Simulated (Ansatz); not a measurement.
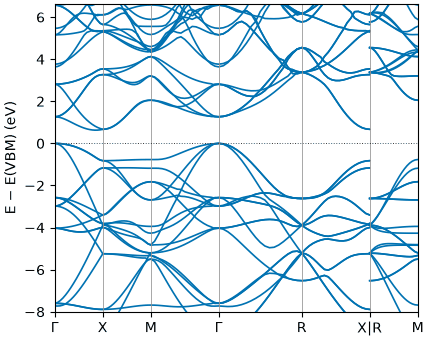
Figure: Band structure from plane-wave PAW PBE (Ansatz code)

Question: Read off the gap and where the band edges lie.

Answer: About 0.6 eV (0.63 eV by a search for the band edges); maximum at Γ, minimum on the Γ–X line, 85 % of the way from Γ.

The material is BP in space group Pm-3n (No. 223; B on 6d, P on 6c).

The start of the workflow was typed in or built on a structure type; neither database checked (COD, Materials Project) lists it. It is not the phase usual at ambient conditions (space group No. 216). The PBE relaxation kept the symmetry of its start; whether a distortion lowers the energy is not shown.

Potentials: the earlier of the program's two PAW sets.
